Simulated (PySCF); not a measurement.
**One shape, several levels: C4H10Si (SMILES CC[SiH]1CC1)**

We compute a comparison of 5 runs (HF/3-21G, HF/def2-SVP, B3LYP/6-31G*, TPSSh/pcseg-1, BP86/def2-SVPD) of C4H10Si. The job is set up through a Python script.

The calculation is run with PySCF 2.14.0.

### 1 Starting point

The species is C4H10Si (15 atoms), meant as a singlet with charge 0. SMILES: `CC[SiH]1CC1`. The shape is that of a GFN2-xTB optimisation. This is one conformer, not always the lowest.

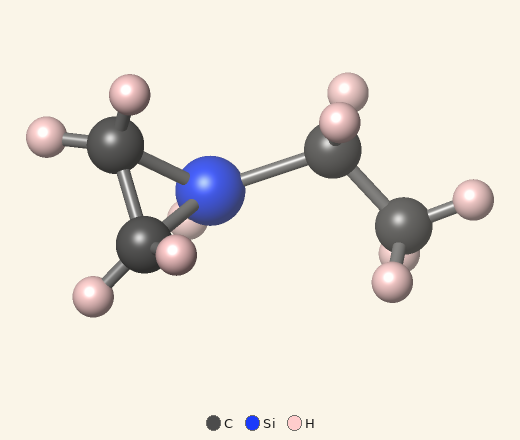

The structure, seen from a chosen angle (carbon dark grey, silicon blue, hydrogen pink).

### 2 Energy and forces at HF/3-21G (run 1)

input.py

```python
from pyscf import gto, scf

molecule = gto.Mole()
molecule.atom = [
    ('C', (-0.171660, -1.797410, 1.419210)),
    ('C', (0.751680, -1.023590, 0.483010)),
    ('Si', (-0.194920, -0.026580, -0.822220)),
    ('C', (0.446250, 1.667220, -1.335560)),
    ('C', (-0.789110, 1.713820, -0.416990)),
    ('H', (0.403900, -2.371180, 2.144340)),
    ('H', (-0.795940, -2.489960, 0.858660)),
    ('H', (-0.824160, -1.117830, 1.962520)),
    ('H', (1.380750, -0.355270, 1.072770)),
    ('H', (1.423440, -1.727780, -0.011200)),
    ('H', (-0.960980, -0.803850, -1.787600)),
    ('H', (0.291690, 2.024140, -2.343070)),
    ('H', (1.359350, 2.065070, -0.915560)),
    ('H', (-0.629880, 2.143240, 0.562520)),
    ('H', (-1.690400, 2.099960, -0.870830)),
]
molecule.verbose = 4
molecule.max_memory = 1860
molecule.spin = 0
molecule.charge = 0
molecule.basis = '3-21g'
molecule.build()

mf = scf.RHF(molecule)
mf.conv_tol = 1e-10
mf.kernel()
if not mf.converged:
    mf = mf.newton().run(mf.mo_coeff, mf.mo_occ)

e_final = mf.e_tot
print('E = %.10f Eh' % e_final)
grad = mf.nuc_grad_method().kernel()
dip = mf.dip_moment()
pop, q = mf.mulliken_pop()
```

Command:

```
OMP_NUM_THREADS=1 python input.py
```

The program printed:

```text
PySCF version 2.14.0

[... 69 lines left out ...]
converged SCF energy = -443.788065732789
[... 12 lines left out ...]
Dipole moment(X, Y, Z, Debye):  0.29821, -0.71809,  0.47109
[... 46 lines left out ...]
pop of  4 C 2pz           0.53848
pop of  4 C 3px           0.47831
pop of  4 C 3py           0.71858
pop of  4 C 3pz           0.54018
pop of  5 H 1s            0.46981
pop of  5 H 2s            0.32065
pop of  6 H 1s            0.47212
pop of  6 H 2s            0.32730
pop of  7 H 1s            0.47119
pop of  7 H 2s            0.32211
pop of  8 H 1s            0.46000
pop of  8 H 2s            0.30899
pop of  9 H 1s            0.46145
pop of  9 H 2s            0.31220
pop of  10 H 1s           0.43252
pop of  10 H 2s           0.76848
pop of  11 H 1s           0.46437
pop of  11 H 2s           0.30821
pop of  12 H 1s           0.46320
pop of  12 H 2s           0.31166
pop of  13 H 1s           0.46311
pop of  13 H 2s           0.31237
pop of  14 H 1s           0.46401
pop of  14 H 2s           0.30806
 ** Mulliken atomic charges  **
charge of    0C =     -0.58971
charge of    1C =     -0.87402
charge of    2Si =      1.32423
charge of    3C =     -0.81981
charge of    4C =     -0.81887
charge of    5H =      0.20953
charge of    6H =      0.20057
charge of    7H =      0.20670
charge of    8H =      0.23101
charge of    9H =      0.22635
charge of   10H =     -0.20100
charge of   11H =      0.22742
charge of   12H =      0.22514
charge of   13H =      0.22452
charge of   14H =      0.22793
```

Wall time 3.6 s (1 thread of Intel Xeon at 2.70GHz, shared host); peak memory 0.14 GiB.

### 3 Energy and forces at HF/def2-SVP (run 2)

input.xyz

```xyz
15
C4H10Si
C     -0.171660    -1.797410     1.419210
C      0.751680    -1.023590     0.483010
Si    -0.194920    -0.026580    -0.822220
C      0.446250     1.667220    -1.335560
C     -0.789110     1.713820    -0.416990
H      0.403900    -2.371180     2.144340
H     -0.795940    -2.489960     0.858660
H     -0.824160    -1.117830     1.962520
H      1.380750    -0.355270     1.072770
H      1.423440    -1.727780    -0.011200
H     -0.960980    -0.803850    -1.787600
H      0.291690     2.024140    -2.343070
H      1.359350     2.065070    -0.915560
H     -0.629880     2.143240     0.562520
H     -1.690400     2.099960    -0.870830
```

run.py

```python
# CC[SiH]1CC1
import pyscf.grad
from pyscf import gto

mol = gto.M(
    atom='input.xyz',
    verbose=4,
    max_memory=1860,
    basis='def2-svp',
    charge=0,
)

mf = mol.RHF()
mf.conv_tol = 1e-10
mf.kernel()
if not mf.converged:
    mf = mf.newton().run(mf.mo_coeff, mf.mo_occ)

e_final = mf.e_tot
print('E(%s) = %.9f' % ('HF', e_final))
grad = mf.Gradients().kernel()
dip = mf.dip_moment()
pop, q = mf.mulliken_pop()
```

Command:

```
OMP_NUM_THREADS=1 python run.py
```

The program printed:

```text
PySCF version 2.14.0

[... 69 lines left out ...]
converged SCF energy = -445.980777000251
[... 12 lines left out ...]
Dipole moment(X, Y, Z, Debye):  0.28951, -0.81449,  0.45895
[... 101 lines left out ...]
pop of  10 H 2s           0.35649
pop of  10 H 2px          0.00394
pop of  10 H 2py          0.00324
pop of  10 H 2pz          0.00551
pop of  11 H 1s           0.74761
pop of  11 H 2s           0.15790
pop of  11 H 2px          0.00369
pop of  11 H 2py          0.00654
pop of  11 H 2pz          0.01639
pop of  12 H 1s           0.74694
pop of  12 H 2s           0.15932
pop of  12 H 2px          0.01398
pop of  12 H 2py          0.00683
pop of  12 H 2pz          0.00569
pop of  13 H 1s           0.74690
pop of  13 H 2s           0.15999
pop of  13 H 2px          0.00372
pop of  13 H 2py          0.00705
pop of  13 H 2pz          0.01568
pop of  14 H 1s           0.74705
pop of  14 H 2s           0.15727
pop of  14 H 2px          0.01380
pop of  14 H 2py          0.00671
pop of  14 H 2pz          0.00607
 ** Mulliken atomic charges  **
charge of    0C =     -0.04151
charge of    1C =     -0.38055
charge of    2Si =      0.65524
charge of    3C =     -0.30610
charge of    4C =     -0.31115
charge of    5H =      0.03617
charge of    6H =      0.03238
charge of    7H =      0.03999
charge of    8H =      0.06236
charge of    9H =      0.06154
charge of   10H =     -0.11922
charge of   11H =      0.06786
charge of   12H =      0.06723
charge of   13H =      0.06665
charge of   14H =      0.06911
```

Run time: 22 s. Hardware: 1 thread of Intel Xeon at 2.70GHz, shared host; peak memory 0.34 GiB.

Runs 3 to 4 aren't shown in full; the table further down has their settings and results.

### 4 Energy and forces at BP86/def2-SVPD (run 5)

run.py

```python
import pyscf.grad
from pyscf import gto, dft

mol = gto.M(
    atom=[
    ('C', (-0.171660, -1.797410, 1.419210)),
    ('C', (0.751680, -1.023590, 0.483010)),
    ('Si', (-0.194920, -0.026580, -0.822220)),
    ('C', (0.446250, 1.667220, -1.335560)),
    ('C', (-0.789110, 1.713820, -0.416990)),
    ('H', (0.403900, -2.371180, 2.144340)),
    ('H', (-0.795940, -2.489960, 0.858660)),
    ('H', (-0.824160, -1.117830, 1.962520)),
    ('H', (1.380750, -0.355270, 1.072770)),
    ('H', (1.423440, -1.727780, -0.011200)),
    ('H', (-0.960980, -0.803850, -1.787600)),
    ('H', (0.291690, 2.024140, -2.343070)),
    ('H', (1.359350, 2.065070, -0.915560)),
    ('H', (-0.629880, 2.143240, 0.562520)),
    ('H', (-1.690400, 2.099960, -0.870830)),
],
    max_memory=1860,
    basis='def2-svpd',
    verbose=3,
    spin=0,
)

ks = dft.RKS(mol)
ks.xc = 'bp86'
ks.conv_tol = 1e-10
ks.grids.level = 5
ks.kernel()
if not ks.converged:
    ks = ks.newton().run(ks.mo_coeff, ks.mo_occ)

e_tot = ks.e_tot
print('E(%s) = %.9f' % ('BP86', e_tot))
grad = ks.Gradients().kernel()
ks.analyze()
```

Command:

```
OMP_NUM_THREADS=1 python run.py
```

The program printed:

```text
converged SCF energy = -447.725958550253
[... 17 lines left out ...]
MO #8   energy= -3.46995514299723  occ= 2
[... 15 lines left out ...]
MO #24  energy= -0.20456415663158  occ= 2
[... 15 lines left out ...]
MO #40  energy= 0.141104838858167  occ= 0
[... 15 lines left out ...]
MO #56  energy= 0.278611502566863  occ= 0
[... 15 lines left out ...]
MO #72  energy= 0.385194054621437  occ= 0
[... 15 lines left out ...]
MO #88  energy= 0.504783417014963  occ= 0
[... 15 lines left out ...]
MO #104 energy= 0.745571968907428  occ= 0
[... 15 lines left out ...]
MO #120 energy= 0.986720333296422  occ= 0
[... 15 lines left out ...]
MO #136 energy= 1.54813236114292   occ= 0
[... 15 lines left out ...]
MO #152 energy= 1.91393297357307   occ= 0
[... 15 lines left out ...]
MO #168 energy= 2.40262744564958   occ= 0
[... 15 lines left out ...]
MO #184 energy= 3.13068043688572   occ= 0
[... 16 lines left out ...]
Dipole moment(X, Y, Z, Debye):  0.35464, -0.48078,  0.53187
```

Wall time 2.4 min (1 thread of Intel Xeon at 2.70GHz, shared host); peak memory 2.7 GiB.

### 5 All runs side by side

```
run                               level  Cartesian functions  integration grid  energy (Eh)  dipole moment (D)  HOMO energy (eV)  LUMO energy (eV)  wall time
  1                            HF/3-21G                   no                 –  -443.788066               0.91             -9.07              4.77      3.6 s
  2                         HF/def2-SVP                   no                 –  -445.980777               0.98             -9.14              4.29       22 s
  3  B3LYP/6-31G* (Cartesian functions)                  yes                 5  -447.904837               0.70             -6.12              1.01       58 s
  4                       TPSSh/pcseg-1                   no                 5  -447.893015               0.74             -6.02              0.41    2.2 min
  5                      BP86/def2-SVPD                   no                 5  -447.725959               0.80             -5.57             -0.21    2.4 min
```

### 6 Outcome

| quantity | value |
| --- | --- |
| run 5: total energy | -447.72596 Eh |
| run 5: dipole moment | 0.80 D |
| run 5: HOMO energy | -5.57 eV |
| run 5: LUMO energy | -0.21 eV |
| run 5: HOMO–LUMO gap | 5.35 eV |
| run 5: largest force on an atom | 1.094 eV/Å |

In words: The dipole moment (its size) runs from 0.70 D (B3LYP/6-31G*) to 0.98 D (HF/def2-SVP). The two ends differ in method and basis. The HOMO–LUMO gap runs from 5.35 eV (BP86/def2-SVPD) to 13.84 eV (HF/3-21G). Totals of different functionals can't be ranked against each other. All runs together took 6 min, the longest 2.4 min.
